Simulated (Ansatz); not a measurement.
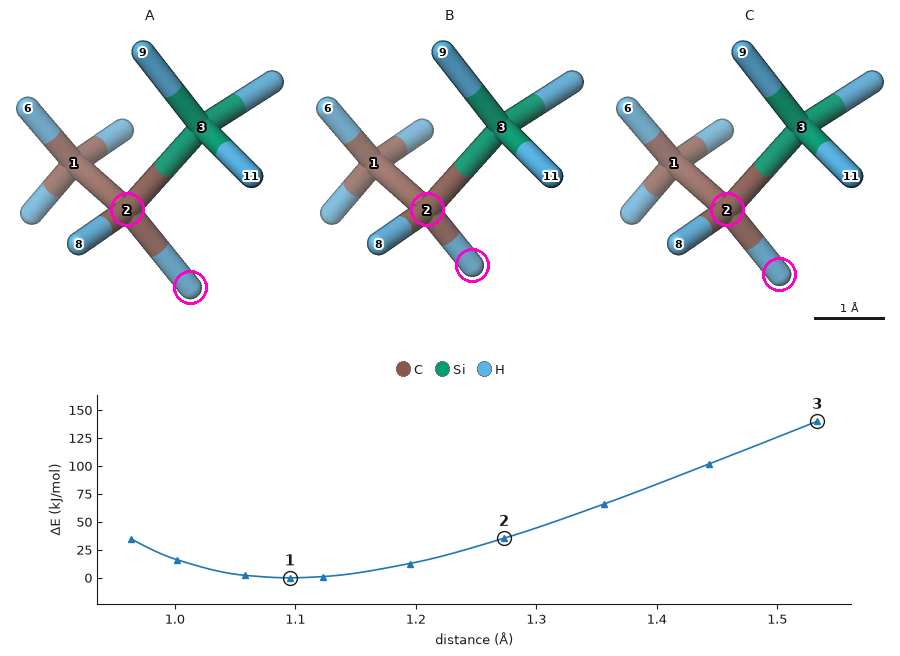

C$_{2}$H$_{8}$Si: one C–H bond length is varied, with the rest of the molecule carried along rigidly. The frames are shuffled; the numbered points of the plot belong to them. Style: stick. Shown from a free direction. The ringed atoms are those of the scanned coordinate.

Single-point energies from Ansatz with CCSD(T) in the def2-TZVPP basis, on geometries moved rigidly from the minimum at PBE0-D4/def2-TZVP. Coupled cluster with a frozen core. Energies are counted from the PBE0-D4/def2-TZVP minimum geometry at the same level.

Question: Which frame belongs to which numbered point?

Answer: Point 1 is frame B (the distance 1.095 Å, 0.0 kJ/mol); 2 is frame C (the distance 1.273 Å, 35.3 kJ/mol); 3 is frame A (the distance 1.533 Å, 140.0 kJ/mol). Of the computed points the lowest is at the distance 1.095 Å, 0.0 kJ/mol. At the ends of the scan the energy is 34.7 kJ/mol (0.964 Å) and 140.0 kJ/mol (1.533 Å). The curvature at the lowest point is about 33 eV/Å² (5.3 mdyn/Å). The well is steeper on the short side, as for any bond.
